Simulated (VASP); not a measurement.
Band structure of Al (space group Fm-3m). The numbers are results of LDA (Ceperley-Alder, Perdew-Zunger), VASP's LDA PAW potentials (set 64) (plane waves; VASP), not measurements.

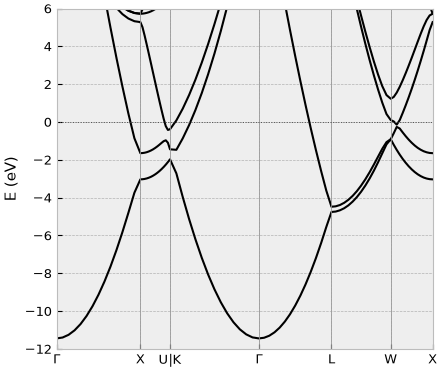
*Bands along high-symmetry lines, zero at the valence-band maximum or, without a gap, the Fermi level*

Task: Read the plot: is there a gap, and where are the band edges?

Result: It has no gap at this level: it comes out as a metal or semimetal. (Edges off the drawn lines would not show.)

The structure comes from a computed database's Al entry (Fm-3m); how it stands against other phases isn't given here. It was relaxed first.
